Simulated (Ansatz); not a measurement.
**AlH4NO2: one molecule under many settings**

Aim: run AlH4NO2 under a spread of inputs, and see what each costs and gives.

Program: Ansatz 0.2.0, Gaussian basis. Level of theory: the settings change from run to run. These are calculated values, not measurements.

**1. The relaxed structure**

An earlier PBE0-D4 in a triple-zeta def2 set relaxation fixed the geometry.

SMILES `[NH2][Al]([OH])[OH]`, 8 atoms, charge 0, spin multiplicity 1.

Atoms are counted from 1 here; the program's logs count them from 0.

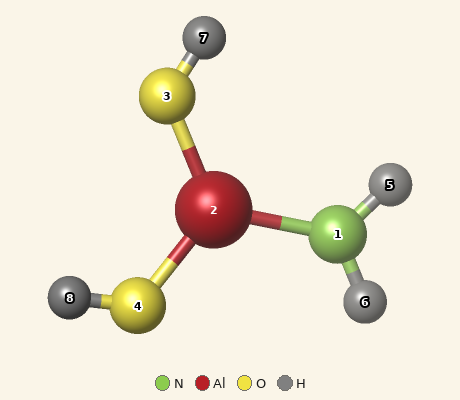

The structure; nitrogen green, aluminium red, oxygen yellow, hydrogen grey; atoms are numbered from 1 in the order of the file.

**2. PBE0/6-31++G****

Options: D3(BJ) dispersion.

The input, in.yaml:

```yaml
crystal:
  periodic: [false, false, false]
  atoms:
    - {symbol: N, position_ang: [-0.453429, 1.370910, 0.159025]}
    - {symbol: Al, position_ang: [0.021873, -0.314298, -0.015219]}
    - {symbol: O, position_ang: [1.569448, -0.806071, -0.500936]}
    - {symbol: O, position_ang: [-1.140118, -1.496126, 0.324229]}
    - {symbol: H, position_ang: [0.132756, 2.170044, -0.009024]}
    - {symbol: H, position_ang: [-1.372578, 1.661963, 0.447701]}
    - {symbol: H, position_ang: [2.286991, -0.213761, -0.712702]}
    - {symbol: H, position_ang: [-0.952843, -2.429760, 0.251225]}
basis:
  gaussian: {orbitals: "6-31++G**"}
hamiltonian: {xc: {name: PBE0}, dispersion: d3bj}
output: {forces: true}
```

The run is started by

```sh
$ ansatz run in.yaml --threads 2 --pin off --events-out ev --progress --plain --max-ram 32768MiB --backend cpu
```

Output, shortened:

```text
Functional definition: PBE0
  name "PBE0"
  cite "Adamo & Barone, J. Chem. Phys. 110, 6158 (1999) doi:10.1063/1.478522"
  cite "Perdew, Burke & Ernzerhof, Phys. Rev. Lett. 77, 3865 (1996) doi:10.1103/PhysRevLett.77.3865"
  parent pbe
[...]
915 factors; integrals over basis functions are off by at most 1.3e-3 eV
[...]
mean field -12240.97799323 eV, -449.8476440181 hartree, gradient 2.1e-5 eV, S^2 0.000000; 0 other end points of the search recorded, 0 dependent functions left out
[...]
reference -12240.97805673 eV, -449.8476463518 hartree; 20, 20 occupied and 84, 84 virtual orbitals, 915 factors
Total energy: -12241.07596125 eV, -449.8512442768 hartree
Atom 0 at    -0.453429     1.370910     0.159025 Å, force    -0.025352     0.212571     0.011299 eV/Å
Atom 1 at     0.021873    -0.314298    -0.015219 Å, force    -0.079446     0.115426     0.026548 eV/Å
Atom 2 at     1.569448    -0.806071    -0.500936 Å, force     0.331620    -0.157667    -0.105034 eV/Å
Atom 3 at    -1.140118    -1.496126     0.324229 Å, force    -0.305452    -0.206855     0.090885 eV/Å
Atom 4 at     0.132756     2.170044    -0.009024 Å, force     0.083502     0.114006    -0.023902 eV/Å
Atom 5 at    -1.372578     1.661963     0.447701 Å, force    -0.133971     0.022014     0.041657 eV/Å
Atom 6 at     2.286991    -0.213761    -0.712702 Å, force     0.138625     0.048681    -0.041991 eV/Å
Atom 7 at    -0.952843    -2.429760     0.251225 Å, force    -0.009527    -0.148174     0.000538 eV/Å
Dipole moment:     0.227015     0.298874    -0.065184 e Å
```

Wall time 2.6 s (2 threads of AMD EPYC 7R13, shared host).

Largest force 0.382 eV/Å, dipole 1.83 D.

**3. PBE-QIDH/6-31++G****

Options: density fitting with cc-pVTZ-jkfit, a grid of angular degree 23, high accuracy.

in.yaml: that of step 2 with these lines changed.

```diff
@@ -12,4 +12,5 @@
 basis:
-  gaussian: {orbitals: "6-31++G**"}
-hamiltonian: {xc: {name: PBE0}, dispersion: d3bj}
+  gaussian: {orbitals: "6-31++G**", fitting: {mean_field: cc-pVTZ-jkfit}, final_grid: {core_spheres: 8, valence_spheres: 7, degree: 23}}
+hamiltonian: {xc: {name: PBE-QIDH}}
+accuracy: high
 output: {forces: true}
```

Same command.

Output, shortened:

```text
Functional definition: PBE-QIDH
  name "PBE-QIDH"
  cite "Brémond, Sancho-García, Pérez-Jiménez & Adamo, J. Chem. Phys. 141, 031101 (2014) doi:10.1063/1.4890314"
  cite "Perdew, Burke & Ernzerhof, Phys. Rev. Lett. 77, 3865 (1996) doi:10.1103/PhysRevLett.77.3865"
[...]
478 factors; integrals over basis functions are off by at most 9.7e-2 eV
[...]
mean field -12230.19350334 eV, -449.4513213247 hartree, gradient 4.9e-8 eV, S^2 0.000000; 0 other end points of the search recorded, 0 dependent functions left out
8 core orbitals not correlated: weight in the atoms' cores, before any rotation towards them, 1.000 or more for the frozen orbitals, at most 0.000 for the correlated occupied ones
reference -12230.19350567 eV, -449.4513214103 hartree; 12, 12 occupied and 84, 84 virtual orbitals, 478 factors
second order -18.85403936 eV of doubles, -0.00000000 eV of singles
[...]
Total energy: -12236.47818545 eV, -449.6822791326 hartree
Atom 0 at    -0.453429     1.370910     0.159025 Å, force    -0.064449     0.356188     0.025722 eV/Å
Atom 1 at     0.021873    -0.314298    -0.015219 Å, force    -0.093007     0.102423     0.030531 eV/Å
Atom 2 at     1.569448    -0.806071    -0.500936 Å, force     0.418702     0.033937    -0.128773 eV/Å
Atom 3 at    -1.140118    -1.496126     0.324229 Å, force    -0.178312    -0.377590     0.048858 eV/Å
Atom 4 at     0.132756     2.170044    -0.009024 Å, force    -0.051655    -0.050376     0.015167 eV/Å
Atom 5 at    -1.372578     1.661963     0.447701 Å, force     0.069097    -0.033524    -0.021977 eV/Å
Atom 6 at     2.286991    -0.213761    -0.712702 Å, force    -0.034297    -0.108844     0.008801 eV/Å
Atom 7 at    -0.952843    -2.429760     0.251225 Å, force    -0.066078     0.077784     0.021672 eV/Å
Dipole moment:     0.235105     0.300673    -0.067653 e Å
```

Run time: 4.9 s. Hardware: 2 threads of AMD EPYC 7R13, shared host.

Largest force 0.439 eV/Å, dipole 1.86 D.

**4. wB97X-V/cc-pVTZ**

in.yaml: that of step 3 with these lines changed.

```diff
@@ -12,5 +12,4 @@
 basis:
-  gaussian: {orbitals: "6-31++G**", fitting: {mean_field: cc-pVTZ-jkfit}, final_grid: {core_spheres: 8, valence_spheres: 7, degree: 23}}
-hamiltonian: {xc: {name: PBE-QIDH}}
-accuracy: high
+  gaussian: {orbitals: cc-pVTZ}
+hamiltonian: {xc: {name: wB97X-V}}
 output: {forces: true}
```

Launched as before.

Output, shortened:

```text
Functional definition: wB97X-V
  name "wB97X-V"
  cite "Mardirossian & Head-Gordon, Phys. Chem. Chem. Phys. 16, 9904 (2014) doi:10.1039/C3CP54374A"
  cite "Becke, J. Chem. Phys. 107, 8554 (1997) doi:10.1063/1.475007"
  cite "Vydrov & Van Voorhis, J. Chem. Phys. 133, 244103 (2010) doi:10.1063/1.3521275"
[...]
      + integral(e_c_pw_opposite_spin*poly(b97_u_opposite, cos0, cos1)) + vv10(b, c)
1031 factors; their error is unknown
228 factors; integrals over basis functions are off by at most 1.5e-5 eV
[...]
mean field -12249.88812182 eV, -450.1750852047 hartree, gradient 3.5e-5 eV, S^2 0.000000; 0 other end points of the search recorded, 0 dependent functions left out
[...]
reference -12249.88811966 eV, -450.1750851252 hartree; 20, 20 occupied and 160, 160 virtual orbitals, 1031 factors
Total energy: -12249.88811966 eV, -450.1750851252 hartree
Atom 0 at    -0.453429     1.370910     0.159025 Å, force    -0.050134     0.137650     0.017725 eV/Å
Atom 1 at     0.021873    -0.314298    -0.015219 Å, force    -0.017732     0.102567     0.007299 eV/Å
Atom 2 at     1.569448    -0.806071    -0.500936 Å, force     0.265727    -0.080254    -0.083425 eV/Å
Atom 3 at    -1.140118    -1.496126     0.324229 Å, force    -0.192897    -0.211260     0.056070 eV/Å
Atom 4 at     0.132756     2.170044    -0.009024 Å, force     0.009242     0.046985    -0.002053 eV/Å
Atom 5 at    -1.372578     1.661963     0.447701 Å, force    -0.023595     0.032328     0.007733 eV/Å
Atom 6 at     2.286991    -0.213761    -0.712702 Å, force     0.030311    -0.002114    -0.009394 eV/Å
Atom 7 at    -0.952843    -2.429760     0.251225 Å, force    -0.020922    -0.025902     0.006044 eV/Å
Dipole moment:     0.196607     0.271818    -0.056243 e Å
```

Wall time 10 s (2 threads of AMD EPYC 7R13, shared host); peak memory 0.48 GiB.

Largest force 0.292 eV/Å, dipole 1.63 D.

**5. PBE/def2-TZVPD**

Set apart from the defaults: atoms shaken by 0.08 Å, finite nuclei.

The input, in.yaml:

```yaml
crystal:
  periodic: [false, false, false]
  atoms:
    - {symbol: N, position_ang: [-0.484379, 1.341900, 0.184657]}
    - {symbol: Al, position_ang: [-0.052789, -0.454679, -0.003946]}
    - {symbol: O, position_ang: [1.564472, -0.868040, -0.506068]}
    - {symbol: O, position_ang: [-1.263634, -1.508497, 0.294212]}
    - {symbol: H, position_ang: [0.068778, 2.153427, 0.023602]}
    - {symbol: H, position_ang: [-1.262752, 1.695215, 0.470566]}
    - {symbol: H, position_ang: [2.430429, -0.137095, -0.728465]}
    - {symbol: H, position_ang: [-1.045060, -2.368897, 0.181065]}
basis:
  gaussian: {orbitals: def2-TZVPD, nuclear_model: gaussian}
hamiltonian: {xc: {name: PBE}}
output: {forces: true}
```

Same command.

Output, shortened:

```text
Functional definition: PBE
  name "PBE"
  cite "Perdew, Burke & Ernzerhof, Phys. Rev. Lett. 77, 3865 (1996) doi:10.1103/PhysRevLett.77.3865"
  parent pbe
[...]
1015 factors; their error is unknown
[...]
mean field -12241.88089609 eV, -449.8808250865 hartree, gradient 2.4e-5 eV, S^2 0.000000; 0 other end points of the search recorded, 0 dependent functions left out
[...]
reference -12241.88095270 eV, -449.8808271667 hartree; 20, 20 occupied and 176, 176 virtual orbitals, 1015 factors
Total energy: -12241.88095270 eV, -449.8808271667 hartree
Atom 0 at    -0.484379     1.341900     0.184657 Å, force     5.727466    -4.102829    -2.124080 eV/Å
Atom 1 at    -0.052789    -0.454679    -0.003946 Å, force     2.169773     4.091159    -0.509357 eV/Å
Atom 2 at     1.564472    -0.868040    -0.506068 Å, force     3.263868     2.770642    -0.835202 eV/Å
Atom 3 at    -1.263634    -1.508497     0.294212 Å, force    -2.237367     2.697386     0.835621 eV/Å
Atom 4 at     0.068778     2.153427     0.023602 Å, force     1.237637     0.353940    -0.394859 eV/Å
Atom 5 at    -1.262752     1.695215     0.470566 Å, force    -6.693754     2.131099     2.403453 eV/Å
Atom 6 at     2.430429    -0.137095    -0.728465 Å, force    -4.153941    -3.115377     1.090547 eV/Å
Atom 7 at    -1.045060    -2.368897     0.181065 Å, force     0.686317    -4.826020    -0.466123 eV/Å
Dipole moment:     0.195902     0.118981    -0.041748 e Å
```

Run time: 3.5 s. Hardware: 2 threads of AMD EPYC 7R13, shared host.

Largest force 7.425 eV/Å, dipole 1.12 D.

**6. B3LYP/def2-TZVP**

The input, in.yaml:

```yaml
crystal:
  periodic: [false, false, false]
  atoms:
    - {symbol: N, position_ang: [-0.453429, 1.370910, 0.159025]}
    - {symbol: Al, position_ang: [0.021873, -0.314298, -0.015219]}
    - {symbol: O, position_ang: [1.569448, -0.806071, -0.500936]}
    - {symbol: O, position_ang: [-1.140118, -1.496126, 0.324229]}
    - {symbol: H, position_ang: [0.132756, 2.170044, -0.009024]}
    - {symbol: H, position_ang: [-1.372578, 1.661963, 0.447701]}
    - {symbol: H, position_ang: [2.286991, -0.213761, -0.712702]}
    - {symbol: H, position_ang: [-0.952843, -2.429760, 0.251225]}
basis:
  gaussian: {orbitals: def2-TZVP}
hamiltonian: {xc: {name: B3LYP}}
```

Launched as before.

Output, shortened:

```text
Functional definition: B3LYP
  name "B3LYP"
  cite "Stephens, Devlin, Chabalowski & Frisch, J. Phys. Chem. 98, 11623 (1994) doi:10.1021/j100096a001"
  cite "Becke, Phys. Rev. A 38, 3098 (1988) doi:10.1103/PhysRevA.38.3098"
  cite "Lee, Yang & Parr, Phys. Rev. B 37, 785 (1988) doi:10.1103/PhysRevB.37.785"
  cite "Vosko, Wilk & Nusair, Can. J. Phys. 58, 1200 (1980) doi:10.1139/p80-159"
[...]
892 factors; their error is unknown
[...]
mean field -12253.94762188 eV, -450.3242690801 hartree, gradient 4.5e-5 eV, S^2 0.000000; 0 other end points of the search recorded, 0 dependent functions left out
reference -12253.94786438 eV, -450.3242779918 hartree; 20, 20 occupied and 134, 134 virtual orbitals, 892 factors
Total energy: -12253.94786438 eV, -450.3242779918 hartree
```

It took 3.1 s on 2 threads of AMD EPYC 7R13, shared host.

**7. wB97/def2-TZVP**

This run has the search for lower states set to full.

in.yaml: that of step 6 with these lines changed.

```diff
@@ -13,2 +13,4 @@
   gaussian: {orbitals: def2-TZVP}
-hamiltonian: {xc: {name: B3LYP}}
+hamiltonian: {xc: {name: wB97}}
+scf: {lower_state_search: full}
+output: {forces: true}
```

The command is unchanged.

Output, shortened:

```text
Functional definition: wB97
  name "wB97"
  cite "Chai & Head-Gordon, J. Chem. Phys. 128, 084106 (2008) doi:10.1063/1.2834918"
  cite "Becke, J. Chem. Phys. 107, 8554 (1997) doi:10.1063/1.475007"
[...]
  # The coefficients of nought are those of the uniform gas.
[...]
      + integral(e_c_pw_opposite_spin*poly(b97_u_opposite, 1, cos1, cos2, cos3, cos4))
892 factors; their error is unknown
317 factors; integrals over basis functions are off by at most 1.9e-5 eV
[...]
mean field -12252.07285750 eV, -450.2553727599 hartree, gradient 4.9e-5 eV, S^2 0.000000; 0 other end points of the search recorded, 0 dependent functions left out
[...]
reference -12252.07284709 eV, -450.2553723772 hartree; 20, 20 occupied and 134, 134 virtual orbitals, 892 factors
Total energy: -12252.07284709 eV, -450.2553723772 hartree
Atom 0 at    -0.453429     1.370910     0.159025 Å, force     0.000084     0.038123     0.000606 eV/Å
Atom 1 at     0.021873    -0.314298    -0.015219 Å, force    -0.066174     0.087230     0.022006 eV/Å
Atom 2 at     1.569448    -0.806071    -0.500936 Å, force     0.100306    -0.004696    -0.031130 eV/Å
Atom 3 at    -1.140118    -1.496126     0.324229 Å, force    -0.053432    -0.090599     0.014983 eV/Å
Atom 4 at     0.132756     2.170044    -0.009024 Å, force    -0.000547     0.030824     0.000705 eV/Å
Atom 5 at    -1.372578     1.661963     0.447701 Å, force    -0.009084     0.014946     0.002963 eV/Å
Atom 6 at     2.286991    -0.213761    -0.712702 Å, force     0.069005    -0.015381    -0.021554 eV/Å
Atom 7 at    -0.952843    -2.429760     0.251225 Å, force    -0.040158    -0.060447     0.011421 eV/Å
Dipole moment:     0.212114     0.278684    -0.060917 e Å
```

Run time: 6 s. Hardware: 2 threads of AMD EPYC 7R13, shared host.

Largest force 0.112 eV/Å, dipole 1.71 D.

**8. wB97/def2-TZVPD**

Set apart from the defaults: multiplicity 3, relativity set to scalar, high accuracy.

in.yaml: that of step 7 with these lines changed.

```diff
@@ -12,5 +12,6 @@
 basis:
-  gaussian: {orbitals: def2-TZVP}
-hamiltonian: {xc: {name: wB97}}
-scf: {lower_state_search: full}
+  gaussian: {orbitals: def2-TZVPD}
+magnetization: {spin_polarized: true, initial_magnetization: 2}
+hamiltonian: {xc: {name: wB97}, pseudopotentials: {relativity: scalar}}
+accuracy: high
 output: {forces: true}
```

Launched as before.

Output, shortened:

```text
Functional definition: wB97
  name "wB97"
  cite "Chai & Head-Gordon, J. Chem. Phys. 128, 084106 (2008) doi:10.1063/1.2834918"
  cite "Becke, J. Chem. Phys. 107, 8554 (1997) doi:10.1063/1.475007"
[...]
  # The coefficients of nought are those of the uniform gas.
[...]
      + integral(e_c_pw_opposite_spin*poly(b97_u_opposite, 1, cos1, cos2, cos3, cos4))
3197 factors; integrals over basis functions are off by at most 3.5e-9 eV
812 factors; integrals over basis functions are off by at most 3.3e-9 eV
[...]
mean field -12260.49240629 eV, -450.5647854710 hartree, gradient 7.4e-8 eV, S^2 2.004931; 4 other end points of the search recorded, 0 dependent functions left out
[...]
reference -12260.49240678 eV, -450.5647854890 hartree; 21, 19 occupied and 175, 177 virtual orbitals, 3197 factors
Total energy: -12260.49240678 eV, -450.5647854890 hartree
Relativity: scalar
Atom 0 at    -0.453429     1.370910     0.159025 Å, force    -0.902204     1.874874     0.309278 eV/Å
Atom 1 at     0.021873    -0.314298    -0.015219 Å, force     1.451799    -4.018428    -0.514136 eV/Å
Atom 2 at     1.569448    -0.806071    -0.500936 Å, force    -0.196674    -0.014821     0.060628 eV/Å
Atom 3 at    -1.140118    -1.496126     0.324229 Å, force    -0.222555     0.504208     0.077005 eV/Å
Atom 4 at     0.132756     2.170044    -0.009024 Å, force     1.053375     1.268217    -0.304759 eV/Å
Atom 5 at    -1.372578     1.661963     0.447701 Å, force    -1.461842     0.497122     0.459672 eV/Å
Atom 6 at     2.286991    -0.213761    -0.712702 Å, force     0.263439     0.156473    -0.078796 eV/Å
Atom 7 at    -0.952843    -2.429760     0.251225 Å, force     0.014663    -0.267646    -0.008892 eV/Å
Dipole moment:    -0.080248     0.410384     0.031589 e Å
```

Run time: 68 s. Hardware: 2 threads of AMD EPYC 7R13, shared host; peak memory 1.7 GiB.

Largest force 4.303 eV/Å, dipole 2.01 D, ⟨S²⟩ 2.005.

**9. HF/6-31++G****

Options: charge -1, multiplicity 2, atoms shaken by 0.08 Å, density fitting with cc-pVTZ-jkfit, the search for lower states set to light.

The input, in.yaml:

```yaml
crystal:
  periodic: [false, false, false]
  atoms:
    - {symbol: N, position_ang: [-0.368873, 1.571711, 0.168421]}
    - {symbol: Al, position_ang: [0.060577, -0.381443, -0.267218]}
    - {symbol: O, position_ang: [1.611631, -0.791565, -0.515006]}
    - {symbol: O, position_ang: [-0.917816, -1.627851, 0.238311]}
    - {symbol: H, position_ang: [0.116131, 2.157339, -0.087655]}
    - {symbol: H, position_ang: [-1.447193, 1.580526, 0.476063]}
    - {symbol: H, position_ang: [2.350949, -0.040515, -0.761382]}
    - {symbol: H, position_ang: [-0.935982, -2.409951, 0.211611]}
basis:
  gaussian: {orbitals: "6-31++G**", fitting: {mean_field: cc-pVTZ-jkfit}}
total_charge: -1
magnetization: {spin_polarized: true, initial_magnetization: 1}
hamiltonian: {xc: {name: HF}}
scf: {lower_state_search: light}
```

The command is unchanged.

Output:

```text
Functional definition: HF
  name "HF"
  cite "Fock, Z. Phys. 61, 126 (1930) doi:10.1007/BF01340294"
  parent pbe
  exchange = exact_x
  correlation = 0
478 factors; integrals over basis functions are off by at most 1.1e-1 eV
mean field evaluation 1: about -12196.5402 eV, gradient 3.1e1 eV
mean field evaluation 2: about -12199.4922 eV, gradient 2.0e1 eV
mean field evaluation 4: about -12201.1695 eV, gradient 9.5e-1 eV
mean field evaluation 8: about -12201.2154 eV, gradient 2.5e-4 eV
mean field evaluation 16: about -12201.2055 eV, gradient 3.3e-1 eV
mean field evaluation 32: about -12201.2119 eV, gradient 1.5e-1 eV
mean field evaluation 64: about -12200.2937 eV, gradient 2.6e0 eV
mean field evaluation 96: about -12198.7327 eV, gradient 1.7e1 eV
mean field evaluation 128: about -12201.2154 eV, gradient 4.1e-5 eV
mean field -12201.21536102 eV, -448.3863942368 hartree, gradient 2.7e-5 eV, S^2 0.752507; 3 other end points of the search recorded, 0 dependent functions left out
reference -12201.21536102 eV, -448.3863942368 hartree; 21, 20 occupied and 83, 84 virtual orbitals, 478 factors
Total energy: -12201.21536102 eV, -448.3863942368 hartree
```

Run time: 7 s. Hardware: 2 threads of AMD EPYC 7R13, shared host.

⟨S²⟩ 0.753.

**10. wB97M-V/pcseg-2**

Set apart from the defaults: high accuracy, the search for lower states set to light.

The input, in.yaml:

```yaml
crystal:
  periodic: [false, false, false]
  atoms:
    - {symbol: N, position_ang: [-0.453429, 1.370910, 0.159025]}
    - {symbol: Al, position_ang: [0.021873, -0.314298, -0.015219]}
    - {symbol: O, position_ang: [1.569448, -0.806071, -0.500936]}
    - {symbol: O, position_ang: [-1.140118, -1.496126, 0.324229]}
    - {symbol: H, position_ang: [0.132756, 2.170044, -0.009024]}
    - {symbol: H, position_ang: [-1.372578, 1.661963, 0.447701]}
    - {symbol: H, position_ang: [2.286991, -0.213761, -0.712702]}
    - {symbol: H, position_ang: [-0.952843, -2.429760, 0.251225]}
basis:
  gaussian: {orbitals: pcseg-2}
hamiltonian: {xc: {name: wB97M-V}}
accuracy: high
scf: {lower_state_search: light}
```

Launched as before.

Output, shortened:

```text
Functional definition: wB97M-V
  name "wB97M-V"
  cite "Mardirossian & Head-Gordon, J. Chem. Phys. 144, 214110 (2016) doi:10.1063/1.4952647"
  cite "Becke, J. Chem. Phys. 107, 8554 (1997) doi:10.1063/1.475007"
  cite "Vydrov & Van Voorhis, J. Chem. Phys. 133, 244103 (2010) doi:10.1063/1.3521275"
  # Of w^i u^j: cxij and so on, Table III.
[...]
  gx(w, u) = 1 - cx + cx01*u + cx10*w
  gss(w, u) = css00 + css04*u^4 + css10*w + css20*w^2 + css43*w^4*u^3
  gos(w, u) = cos00 + cos10*w + (cos20 + cos21*u)*w^2 + (cos60 + cos61*u)*w^6
[...]
      + integral(e_c_pw_mod_opposite_spin*gos(b97_w_opposite, b97_u_opposite)) + vv10(b, c)
3224 factors; integrals over basis functions are off by at most 2.2e-8 eV
411 factors; integrals over basis functions are off by at most 1.5e-9 eV
[...]
mean field -12251.06809929 eV, -450.2184485766 hartree, gradient 6.1e-8 eV, S^2 0.000000; 0 other end points of the search recorded, 0 dependent functions left out
reference -12251.06810625 eV, -450.2184488326 hartree; 20, 20 occupied and 160, 160 virtual orbitals, 3224 factors
Total energy: -12251.06810625 eV, -450.2184488326 hartree
```

It took 48 s on 2 threads of AMD EPYC 7R13, shared host; peak memory 1.2 GiB.

**11. All runs side by side**

```csv
level,charge,multiplicity,geometry,functions,energy (eV),time
PBE0/6-31++G**,0,1,relaxed,104,-12241.076,2.6 s
PBE-QIDH/6-31++G**,0,1,relaxed,104,-12236.478,4.9 s
wB97X-V/cc-pVTZ,0,1,relaxed,180,-12249.888,10 s
PBE/def2-TZVPD,0,1,shaken,196,-12241.881,3.5 s
B3LYP/def2-TZVP,0,1,relaxed,154,-12253.948,3.1 s
wB97/def2-TZVP,0,1,relaxed,154,-12252.073,6 s
wB97/def2-TZVPD,0,3,relaxed,196,-12260.492,68 s
HF/6-31++G**,-1,2,shaken,104,-12201.215,7 s
wB97M-V/pcseg-2,0,1,relaxed,180,-12251.068,48 s
```

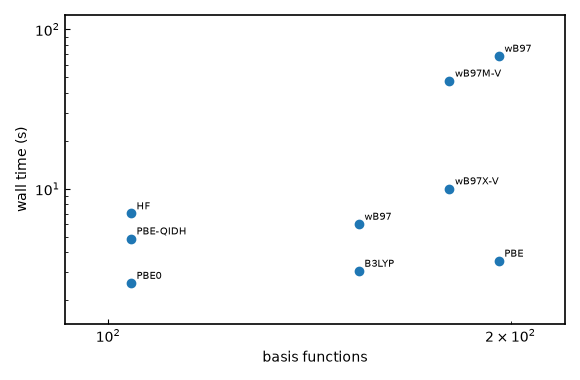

Wall time against the number of basis functions (shared host).

**12. Results**

| quantity | value |
| --- | --- |
| runs | 9 |
| quickest | PBE0/6-31++G**, 2.6 s |
| slowest | wB97/def2-TZVPD, 68 s |
| spread of total energies, same state and geometry | 17.5 eV |
| dipole, same state and geometry | 1.63 to 1.86 D |

Run time spans a factor of 26, from PBE0/6-31++G** to wB97/def2-TZVPD. The jobs differ in tasks and options as well as level. The totals spread over 17 eV; they can't be compared across methods or bases. At the PBE0-D4/def2-TZVP geometry and in the same state, runs without warnings or point charges leave forces up to 0.44 eV/Å (PBE-QIDH/6-31++G**), against 7.4 eV/Å where the atoms were moved. At that geometry and state the dipole changes by 14 % between the lowest and highest value.
